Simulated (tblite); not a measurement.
## Molecular dynamics of C$_{3}$H$_{9}$AsBN (part 2 of 3)

The same run, continued: C$_{3}$H$_{9}$AsBN; GFN2-xTB Langevin dynamics, gas phase (tblite 0.8.0). 

Geometry of the input (Å):
```
C  2.5019  1.5557  0.7003
C  2.0598  0.7217  -0.0465
B  1.4955  -0.3249  -0.9915
N  1.0903  -1.5440  -0.4714
As -1.5670  -0.6951  1.0623
C  -2.0776  0.3596  -0.5183
H  2.8931  2.2849  1.3507
H  1.3880  -0.1087  -2.1406
H  0.7409  -2.3047  -1.0304
H  1.2311  -1.7940  0.4958
H  -0.5991  0.3164  1.5922
H  -2.6396  -0.1115  1.9454
H  -2.2558  1.4033  -0.2692
H  -2.9841  -0.0570  -0.9583
H  -1.2819  0.3061  -1.2593
```

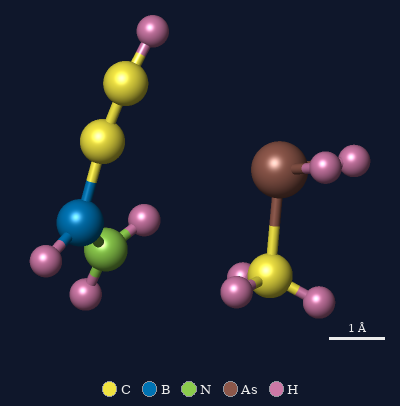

Fig. 1: The geometry at step 21 of the log (ball-and-stick view, seen at a tilt).

**Trajectory as extended XYZ, continued**
```
15
Properties=species:S:1:pos:R:3:forces:R:3 step=13 time_fs=325.0 energy=-473.90481 temperature=533.8
C     1.3613    1.5420    0.0981   -0.0876   4.0867   6.7454
C     1.5469    0.7870   -0.7737    1.0417  -3.5193  -2.7284
B     1.9260   -0.4742   -1.5486   -1.3375  -0.8177   0.3820
N     1.5728   -1.7453   -0.9316    1.4204   1.7617   0.9096
As   -1.8928   -0.2713    1.2893   -1.3403   0.6862   0.2916
C    -2.0339   -0.7083   -0.5709    2.7001  -2.7756  -1.5261
H     1.4319    2.0947    1.1592   -0.5953  -1.0313  -3.2106
H     2.2560   -0.3119   -2.6442    0.1683  -0.4573  -0.4744
H     1.7671   -2.6269   -1.3642    0.1081  -0.1437  -0.2681
H     1.7694   -1.8044    0.0958   -0.7929   0.0943  -1.3105
H    -3.4197   -0.5151    1.5487    0.6681   0.0419   0.1798
H    -1.5949   -1.6442    1.6456    0.1329  -0.7311   0.3753
H    -2.1849   -1.8312   -0.8869   -0.0807   1.6173   1.0662
H    -0.9060   -0.5996   -0.8585   -1.7396   0.2447  -0.2138
H    -2.6694   -0.1868   -1.2398   -0.2657   0.9430  -0.2180
15
Properties=species:S:1:pos:R:3:forces:R:3 step=14 time_fs=350.0 energy=-474.00593 temperature=806.5
C     1.1977    1.6882    0.2126    3.5485  -8.1296  -4.1143
C     1.5470    0.6709   -0.4080   -1.1858   2.8938   1.1513
B     1.8122   -0.3973   -1.4471    0.3889  -1.6911   1.1149
N     1.8868   -1.7458   -0.9686   -0.1435   1.5458  -1.1723
As   -1.8647   -0.2615    1.2580    0.3415  -1.4979  -0.2506
C    -1.8480   -1.0132   -0.6267    0.4735  -1.1174  -0.6896
H     0.7508    2.4542    0.5069   -2.8194   5.5099   2.5994
H     1.9404   -0.1635   -2.5700    0.2653   0.1961  -0.3578
H     2.1108   -2.5530   -1.5223   -0.1123   0.0151  -0.1145
H     1.3700   -1.9434   -0.1497    0.0141  -0.3761   0.9391
H    -3.2629   -0.7648    1.4420   -0.2148   0.3102  -0.0454
H    -1.5294   -1.6239    2.0228    0.1893   0.7988  -0.4799
H    -2.2785   -2.0417   -0.6917    0.6388   0.3043   0.5435
H    -0.7911   -1.0890   -1.2282   -2.6280   0.8557   1.3311
H    -2.7106   -0.4742   -1.0734    1.2437   0.3823  -0.4548
15
Properties=species:S:1:pos:R:3:forces:R:3 step=15 time_fs=375.0 energy=-474.26697 temperature=839.7
C     1.0405    1.7353    0.2583   -0.7327   3.0968   2.8466
C     1.3618    0.6403   -0.1016    0.8217  -0.8824  -1.2811
B     1.8480   -0.3280   -1.1750   -0.2880  -1.2296   0.1961
N     1.9606   -1.7152   -0.9832    0.5085   0.1488   0.5006
As   -1.7435   -0.2050    1.1754   -1.2600   0.3013  -0.5112
C    -1.7088   -1.2132   -0.5484   -1.1511  -0.3482   0.0628
H     0.8303    2.6182    0.9778    0.2916  -1.9849  -1.8322
H     2.0222   -0.0919   -2.3045   -0.2447   0.7558  -0.1098
H     2.0725   -2.2498   -1.8273    0.2505  -0.3267   0.1928
H     2.2303   -2.2256   -0.1372   -0.6109   0.3878  -0.4912
H    -3.1416   -0.7421    1.7636    0.7411   0.2945  -0.5113
H    -1.1324   -1.3218    1.8379    0.5899  -0.7509   0.6519
H    -2.3042   -2.1307   -0.5082    0.8954  -0.7933   0.9670
H    -0.6236   -1.3629   -0.7339   -1.1288   0.0916  -0.5529
H    -2.3861   -0.8333   -1.3350    1.3176   1.2393  -0.1282
15
Properties=species:S:1:pos:R:3:forces:R:3 step=16 time_fs=400.0 energy=-474.29395 temperature=772.1
C     0.8487    1.6578    0.4721   -2.3835   4.3701   1.4953
C     1.3049    0.7096   -0.0586    1.1882  -2.9199  -1.5658
B     1.7511   -0.3143   -1.0825    1.1053  -1.0263  -1.4341
N     2.0062   -1.7058   -0.9204   -0.0849   1.1920  -0.2914
As   -1.6310   -0.1848    1.1878    1.2295   1.3354   0.3335
C    -1.5834   -1.4143   -0.2980   -0.5860   1.0488  -1.9655
H     0.3290    2.6186    0.7203    1.0700  -1.6703   0.0287
H     1.9751    0.1730   -2.1646   -0.2321  -0.3017   0.4178
H     2.3644   -2.4541   -1.5508   -0.5748   1.3227   0.8635
H     1.9131   -1.9337    0.0442    0.0839  -0.9486   0.4256
H    -2.7613   -0.7881    1.7622   -1.6905  -0.7223   0.8570
H    -0.8026   -0.9094    2.3428   -0.2681   0.0647  -0.9544
H    -2.4037   -2.0814   -0.3920   -0.4310  -1.1871   0.8521
H    -0.6203   -1.8485   -0.2859    0.6797  -0.7979  -0.3701
H    -1.7562   -0.9253   -1.3247    0.8943   0.2404   1.3078
15
Properties=species:S:1:pos:R:3:forces:R:3 step=17 time_fs=425.0 energy=-474.35044 temperature=825.3
C     0.6325    1.5889    0.6356    2.1241  -4.3642  -3.9772
C     1.1633    0.7321   -0.0824   -1.7744   2.0227   1.8414
B     1.7064   -0.2107   -1.1094    0.4225  -1.0838   0.9247
N     2.0329   -1.5450   -0.7080    0.2262   0.6853  -1.8135
As   -1.6180   -0.1760    1.2489   -0.0563  -2.1851  -0.0876
C    -1.4927   -1.6470   -0.2364   -0.2223   1.4305  -1.0336
H     0.5428    2.2328    1.3631   -0.7214   2.6950   2.7205
H     1.9840    0.3647   -2.0945    0.2846  -0.6823  -0.2830
H     2.5666   -2.0749   -1.4007   -0.2983   0.0831   0.3522
H     1.6744   -2.1771   -0.0059   -0.0085   0.7421   0.1289
H    -2.6266   -0.9951    2.1806    0.1550   0.3773  -0.6949
H    -0.6090   -0.9576    2.0837    0.0710   0.5363  -0.1816
H    -2.4909   -1.7923   -0.6803    0.0009  -0.6919   0.9814
H    -0.9100   -2.5373    0.0193   -0.7012   0.2300   0.1293
H    -1.0458   -1.2355   -1.1781    0.4984   0.2051   0.9929
15
Properties=species:S:1:pos:R:3:forces:R:3 step=18 time_fs=450.0 energy=-473.96071 temperature=510.8
C     0.7053    1.4989    0.7986   -1.8226   3.3821   2.9313
C     0.8935    0.8237   -0.1689    2.0242  -0.9691  -2.0063
B     1.8050   -0.0198   -1.1736   -1.4298  -0.5156   1.5174
N     2.0040   -1.3123   -0.6196   -0.9680   2.7842   1.7783
As   -1.6322   -0.2022    1.2364   -0.3177   1.0077   2.1714
C    -1.4992   -1.6297    0.0563   -0.6986  -0.5249  -1.2697
H     0.2616    2.3143    1.5735    1.2874  -2.3785  -2.0212
H     2.0714    0.4312   -2.2439    0.0065  -0.6087   0.5048
H     2.4218   -2.0931   -0.9494    1.7501  -2.4212  -2.1180
H     1.9186   -1.5427    0.3899   -0.5522   0.9563  -0.8330
H    -2.5558   -1.0591    2.3087    0.6117   0.5702  -0.7117
H    -0.4126   -0.5455    2.0384   -0.1096  -0.0612   0.2925
H    -2.4482   -1.5018   -0.4650   -0.4158  -0.8827  -0.1170
H    -1.3802   -2.5564    0.5578   -0.4129  -0.9671   0.4249
H    -0.7990   -1.6610   -0.7405    1.0472   0.6284  -0.5438
15
Properties=species:S:1:pos:R:3:forces:R:3 step=19 time_fs=475.0 energy=-474.29903 temperature=571.7
C     0.6464    1.5839    0.7338    0.7951  -1.0139  -2.0465
C     0.9901    1.0701   -0.3170   -0.5731   0.1762   1.1671
B     1.5957    0.0458   -1.2481    0.8030   0.3901  -0.9813
N     2.0749   -1.0826   -0.6369    1.7142  -3.1862   0.4994
As   -1.6687   -0.1636    1.2831    0.2495   0.0026  -1.0489
C    -1.5882   -1.8554    0.1051    3.2807   1.2985   1.1057
H     0.5219    2.0558    1.6335   -0.3572   0.8580   1.0070
H     1.9486    0.1873   -2.3741   -0.2521   0.2843   0.2917
H     2.8273   -1.7994   -0.9512   -1.7465   1.8101  -0.0733
H     1.7537   -1.4934    0.2399   -0.0245   0.8197   0.0084
H    -2.7405   -0.6200    2.1449   -0.6443  -0.4962   0.6753
H    -0.6084   -0.4678    2.3845   -0.4895  -0.3780  -0.5564
H    -2.2380   -1.9873   -0.7332   -0.1422   0.2673  -0.1291
H    -1.5003   -2.6957    0.7426   -0.8480  -1.0278   0.6819
H    -0.4570   -1.7968   -0.1676   -1.7651   0.1953  -0.6010
15
Properties=species:S:1:pos:R:3:forces:R:3 step=20 time_fs=500.0 energy=-474.57035 temperature=549.8
C     0.6416    1.7929    0.5989   -1.1526   1.6625   0.6417
C     0.9500    1.2178   -0.4146    0.1937   0.6850   0.9993
B     1.5382    0.1922   -1.2730    0.5312  -1.9034  -1.9687
N     2.0963   -0.9628   -0.7110   -0.4031   3.7628   2.1941
As   -1.7105   -0.1997    1.2810   -1.0103  -0.2483  -0.3084
C    -1.5087   -1.8616    0.2594   -0.2844   0.9802  -1.9719
H     0.1502    2.5735    1.1858    0.6568  -0.9294  -0.3198
H     1.4649    0.2098   -2.4551   -0.2129   0.0857   0.1238
H     2.2669   -1.8033   -1.1025    0.8357  -2.7378  -1.5011
H     2.4399   -0.8291    0.2387   -0.3553  -0.6110  -0.2128
H    -3.1526   -0.7085    1.6365    0.5284   0.4972   0.0592
H    -1.2334   -0.8652    2.4735    0.3267  -0.1684   0.9627
H    -2.1931   -1.6453   -0.6670    1.3768  -0.8977   1.2533
H    -1.8375   -2.7089    0.8029   -0.6994  -0.6502   0.3906
H    -0.4746   -2.0986   -0.0252   -0.3313   0.4727  -0.3419
15
Properties=species:S:1:pos:R:3:forces:R:3 step=21 time_fs=525.0 energy=-474.56377 temperature=518.8
C     0.5332    2.1218    0.4514   -0.1401   1.0575   2.1432
C     0.9829    1.3214   -0.3141   -0.0595  -1.6694  -1.8840
B     1.3099    0.1823   -1.3392    1.5061  -0.6944   1.3900
N     2.1831   -0.7982   -0.7264   -0.1087   0.0689  -2.2858
As   -1.7563   -0.2498    1.3355   -0.2236  -0.1020   1.0684
C    -1.4516   -1.9133    0.2936   -1.2922   2.5901  -1.1025
H     0.3847    2.6938    1.3678   -0.0337  -0.3018  -1.1822
H     1.0071    0.0498   -2.4647    0.0326   0.3196   0.1591
H     2.8448   -1.4900   -1.2103   -1.6971   1.3475   1.0707
H     2.2210   -0.7722    0.2652    0.5528  -0.1180   0.5486
H    -3.2742   -0.2550    1.4771    0.1457  -0.2219  -0.2809
H    -1.7766   -0.9317    2.7511    0.1668   0.2577  -0.5753
H    -1.9473   -1.6489   -0.6987    0.9770  -0.7677   0.9342
H    -1.8575   -2.7573    0.7303   -0.9283  -1.5550   0.6301
H    -0.4010   -1.9824    0.2670    1.1023  -0.2111  -0.6336
15
Properties=species:S:1:pos:R:3:forces:R:3 step=22 time_fs=550.0 energy=-474.37206 temperature=499.2
C     0.5016    2.3139    0.4436    0.4206  -2.0011  -1.5923
C     0.7752    1.3363   -0.2389   -0.2894   1.7597   1.0557
B     1.2002    0.2684   -1.2142    1.5121  -0.5642   1.7812
N     2.2881   -0.6164   -0.8415   -1.1273   1.7899   0.1002
As   -1.7857   -0.2862    1.3948   -0.6750   0.2826  -1.1944
C    -1.5051   -1.9389    0.2729   -0.3845   0.8824   3.2961
H     0.1201    3.1809    0.8482   -0.1852   0.7152   0.6588
H     0.5751    0.2504   -2.1964    0.2153  -0.5063  -0.2598
H     2.3865   -1.2205   -1.6090    1.0458  -1.2096  -0.4172
H     3.0357   -0.5868   -0.1006   -1.5691   0.0105  -1.3538
H    -3.2564   -0.5868    1.0995    0.0174   0.6094   0.5106
H    -1.8641   -1.0640    2.6313   -0.1088  -0.3865   0.5706
H    -1.6935   -1.7710   -0.7116   -0.3270   0.3065  -2.4950
H    -2.2259   -2.5720    0.7687    0.1101  -0.7299  -0.4112
H    -0.5153   -2.1670    0.5268    1.3450  -0.9585  -0.2498
15
Properties=species:S:1:pos:R:3:forces:R:3 step=23 time_fs=575.0 energy=-474.65292 temperature=694.0
C     0.4809    2.5533    0.4048    0.5567  -1.8449  -0.9870
C     0.7297    1.5140   -0.1758    0.3301  -0.1298  -0.2391
B     1.0417    0.2316   -1.0626    0.7782   0.9539   0.9262
N     2.3343   -0.3718   -1.0239   -1.7527  -1.0059  -0.6630
As   -1.8178   -0.2594    1.4191   -0.1881   0.2003   1.3546
C    -1.4397   -1.8870    0.3393   -0.4804   0.4744   1.2832
H     0.3608    3.4305    0.9353   -0.2359   0.6753   0.3946
H     0.1469   -0.0891   -1.7489    0.3168  -0.2619  -0.2111
H     2.5214   -1.2985   -1.4848   -0.2211   1.5302   0.6417
H     2.9694   -0.1685   -0.2803    0.3071   0.1362   0.0597
H    -3.3745   -0.0494    1.3616    0.6127  -0.5797  -0.1154
H    -1.9659   -0.9652    2.8656   -0.0681   0.3297  -0.9567
H    -1.4792   -1.4210   -0.6199    0.4791  -0.3387  -0.8854
H    -2.2622   -2.6128    0.4150    0.7472  -0.0863   0.0918
H    -0.4148   -2.2023    0.6767   -1.1814  -0.0527  -0.6942
15
Properties=species:S:1:pos:R:3:forces:R:3 step=24 time_fs=600.0 energy=-474.27367 temperature=571.2
C     0.5743    2.6516    0.2825   -0.5904   2.5080   0.8088
C     0.8925    1.6342   -0.2564   -1.0308   0.1126   0.0910
B     0.9956    0.3609   -1.0039    1.2085   0.1665   0.4320
N     2.2572   -0.1494   -0.9254    3.2606  -0.1011  -1.0038
As   -1.8270   -0.1788    1.3624    0.4477  -0.7102  -0.0606
C    -1.3072   -1.7829    0.2475   -0.7894   0.3069   0.2339
H     0.3432    3.6563    0.6563    0.4350  -1.3207  -0.2697
H     0.2601   -0.2010   -1.5896   -1.7956  -0.7446  -1.2512
H     2.8576   -0.6787   -1.5738   -1.2771  -0.4513   0.3608
H     2.9396    0.4982   -0.5541   -0.0090   0.0315   0.6738
H    -3.1809   -0.1800    0.7752   -0.5529   0.0328   0.2110
H    -2.1536   -1.2010    2.4986   -0.2756   0.6195  -0.3737
H    -1.0025   -1.5055   -0.7927   -0.0252  -0.5096   1.2515
H    -2.2267   -2.4456    0.1905    1.3310   0.4628   0.1645
H    -0.5172   -2.1594    0.9354   -0.3369  -0.4031  -1.2683
15
Properties=species:S:1:pos:R:3:forces:R:3 step=25 time_fs=625.0 energy=-474.18666 temperature=601.3
C     0.7786    2.8349    0.2602   -0.1880  -0.1910   0.0119
C     0.6789    1.7734   -0.3005    0.2719   0.5844  -0.0590
B     1.0845    0.6024   -1.1292    1.9324  -0.5206   0.6083
N     2.3812    0.0429   -0.9474    1.2336   0.0764   2.3693
As   -1.8699   -0.0922    1.2615   -0.9093   0.3004  -1.1611
C    -1.2648   -1.7095    0.2178   -1.5120   1.6949  -0.5890
H     0.7521    3.7401    0.7700   -0.0835   0.4718   0.2976
H     0.6419    0.1815   -2.0543   -1.5051  -0.6610  -1.3097
H     2.5603   -0.9575   -0.8566   -0.3149   0.3901  -0.9635
H     3.0693    0.4380   -0.2386   -1.3421  -0.1526  -0.9782
H    -3.3248   -0.2610    0.7236    0.5515   0.4323   0.1178
H    -2.4215   -0.6719    2.4708   -0.0821  -0.7304   0.8411
H    -1.1414   -1.1549   -0.7769    0.5952  -1.2668   1.1404
H    -2.0745   -2.4596    0.0703    0.9734   0.3082   0.4375
H    -0.3930   -1.9644    0.7937    0.3790  -0.7361  -0.7635
15
Properties=species:S:1:pos:R:3:forces:R:3 step=26 time_fs=650.0 energy=-474.14462 temperature=625.4
C     0.8925    2.8237    0.3717    0.0330   0.6390   0.7278
C     0.6410    1.8646   -0.3196    0.2551   0.6918   0.6213
B     1.1106    0.8379   -1.2873    1.5260  -1.6161   1.0969
N     2.2850    0.1066   -0.8402   -0.2295   0.4908  -2.9966
As   -1.8949    0.0029    1.1672    0.5427  -1.0186   0.9720
C    -1.3098   -1.6976    0.1291   -2.7084   2.4533   0.2810
H     1.0721    3.6501    1.0369   -0.3798  -0.5096  -0.5081
H     0.5351    0.5297   -2.2120   -0.1553  -0.0904  -1.1179
H     3.0810   -0.1120   -1.4882   -1.4826  -0.1083   0.7067
H     2.6388    0.1789    0.0654    0.3823   0.4642   1.4769
H    -3.3099    0.1982    0.7138   -0.0438  -0.3245  -0.4014
H    -2.4772   -0.9827    2.2724    0.2876   0.8139  -0.3160
H    -1.3950   -1.3641   -0.8729    1.0247   0.0742  -1.1300
H    -2.2357   -2.2167    0.2508    0.0222  -1.3298   0.4156
H    -0.4112   -2.0630    0.5089    0.9257  -0.6298   0.1716
15
Properties=species:S:1:pos:R:3:forces:R:3 step=27 time_fs=675.0 energy=-474.34053 temperature=731.6
C     0.8645    2.7701    0.5885   -0.6083  -1.2650  -1.2784
C     0.6638    1.8953   -0.2489    0.3527   1.1446   0.4274
B     1.0517    0.8519   -1.3694    1.7350   0.9506   3.4287
N     2.1632    0.1690   -0.7994   -1.1837   0.9335   1.0424
As   -1.8832    0.1215    1.0549   -0.5559   0.3712  -1.5837
C    -1.3710   -1.6150    0.1511   -1.1322  -0.1615   3.8423
H     0.8895    3.5577    1.3012   -0.0130  -0.3111  -0.2090
H     0.8393    0.9603   -2.4674   -0.4284  -0.3159  -1.0136
H     2.7089   -0.4758   -1.2804    0.9604  -1.1772  -0.9730
H     2.4899    0.2547    0.1932   -0.7974   0.0408  -1.4444
H    -3.2665    0.0066    0.3745    0.2270   0.3583   0.5538
H    -2.4122   -0.2744    2.3626   -0.3525  -0.6919   0.3835
H    -1.1888   -1.3503   -0.8175    0.5350   0.1537  -2.2836
H    -2.0770   -2.4608    0.3310    0.4722   0.7506  -0.4349
H    -0.4973   -1.7673    0.7624    0.7890  -0.7807  -0.4574
15
Properties=species:S:1:pos:R:3:forces:R:3 step=28 time_fs=700.0 energy=-474.66640 temperature=960.3
C     0.6920    2.6580    0.9091   -0.1275   0.8099   0.9147
C     0.6853    1.9629   -0.0758    1.1865  -0.4365  -0.9074
B     1.1850    1.0187   -1.2459   -1.1633   0.1679   1.5752
N     2.0070   -0.0167   -0.8493    0.5684  -0.4443  -0.4488
As   -1.8983    0.2443    0.9427   -0.2155  -0.9740   0.5209
C    -1.2615   -1.5471    0.2876    0.1732   0.3227  -0.5202
H     0.6110    3.3201    1.7750   -0.0377  -0.7912  -1.0204
H     0.6346    0.9624   -2.2536   -0.0710   0.1784  -0.5902
H     2.2816   -0.8111   -1.4404   -0.1428   0.7293   0.4161
H     2.5049    0.0125    0.0263   -0.1029  -0.1539   0.0272
H    -3.2799   -0.0569    0.3000    0.3152   0.1177   0.5995
H    -2.2268   -0.3989    2.3793   -0.1951   0.4931  -0.8875
H    -1.2083   -1.3664   -0.8626    0.0873  -0.9260   1.9024
H    -2.0494   -2.2775    0.6149    0.9046   0.4829  -0.7582
H    -0.2614   -1.8456    0.7378   -1.1793   0.4240  -0.8233
```
